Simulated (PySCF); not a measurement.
C6H11P

Input

```
{"job": {"kind": "nmr", "xc": "PBE0", "basis": "pcSseg-1", "pop": false}, "charge": 0, "multiplicity": 1}
C     -2.626800     1.753500    -0.320500
C     -2.372900     0.589400    -0.202000
C     -2.065600    -0.814900    -0.075500
P     -0.835100    -1.377300    -1.377500
C      0.760300    -0.967200    -0.506300
C      1.065700     0.527000    -0.548800
C      2.448900     0.831500     0.013500
H     -2.855400     2.772800    -0.413700
H     -1.672700    -1.027100     0.924200
H     -2.980300    -1.395700    -0.233400
H     -0.854200    -2.710500    -0.932900
H      0.730600    -1.324600     0.527900
H      1.546900    -1.517700    -1.032200
H      1.006600     0.874500    -1.583600
H      0.308300     1.070200     0.021400
H      2.646100     1.900200    -0.020000
H      3.216700     0.321100    -0.564800
H      2.524300     0.501000     1.047700
```

Run with:

```sh
OMP_NUM_THREADS=1 python probes_run.py task.json out
```

Geometry: GFN2-xTB, NEB image 0 of 0 to 8.

These are results of PBE0/pcSseg-1, SCF density, gas phase, non-relativistic (PySCF), not measurements.

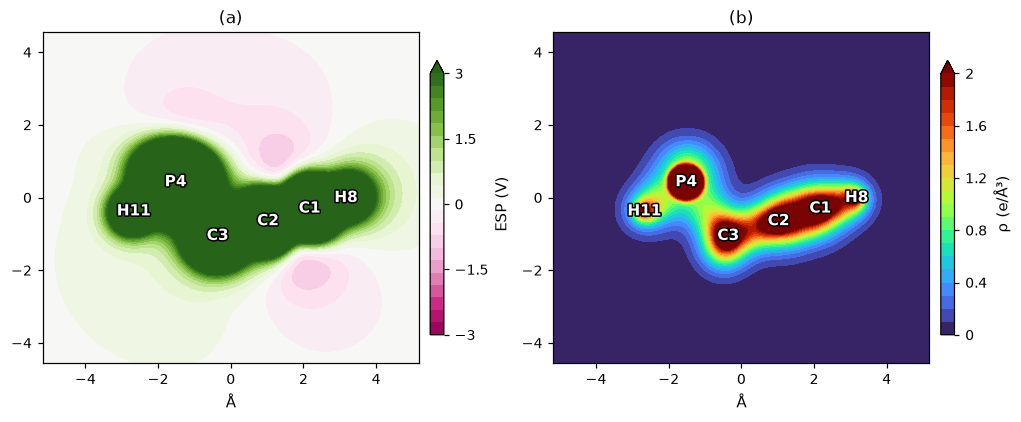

Figure 1. (a) electrostatic potential; (b) electron density on the plane of atoms C2, C3 and P4.

Question: Interpret the plot.

Answer:
- The plane passes through C, P and H nuclei.
- C–C (1.20 Å): ρ is about 2.8 e/Å³ halfway.
- C–P (1.88 Å): the density is about 1 e/Å³ at the midpoint.
- C–H (1.05 Å): ρ is about 2.1 e/Å³ halfway.
- P–H (1.41 Å): ρ at the midpoint is about 1.1 e/Å³.
- Outside the dense part of the molecule the potential is most negative (−1.0 V) near C1.

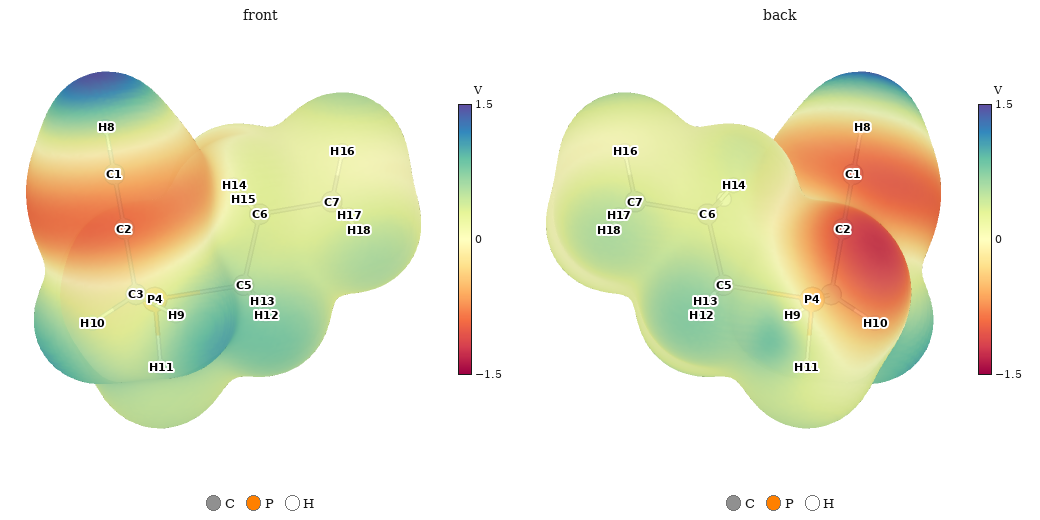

Figure 2. The electrostatic potential painted on the density surface at 0.002 e/bohr³, seen from the front and from behind; red is negative and blue positive.

Question: Which sites attract a positive test charge, and which a negative one?

Answer: A positive charge is drawn to the negative regions and a negative charge to the positive ones. The most negative region (about −1.2 V) lies over P4, the most positive (about +1.4 V) over H8.

Question: What dipole moment does the calculation give?

Answer: Its dipole moment is 1.40 D.

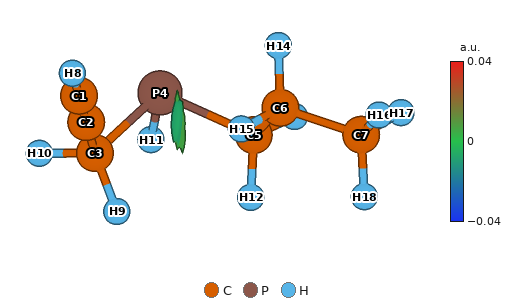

Figure 3. Non-covalent interaction (NCI) plot: the surface where the reduced density gradient is 0.5, for densities under 0.05 a.u., coloured by sign(λ₂)ρ; seen from one side.

Question: Which non-covalent interactions does the plot reveal?

Answer: Between H15 and C6 on one side and C2 on the other: a weak contact, attractive (blue-green) on one side and crowded (olive to red) on the other.
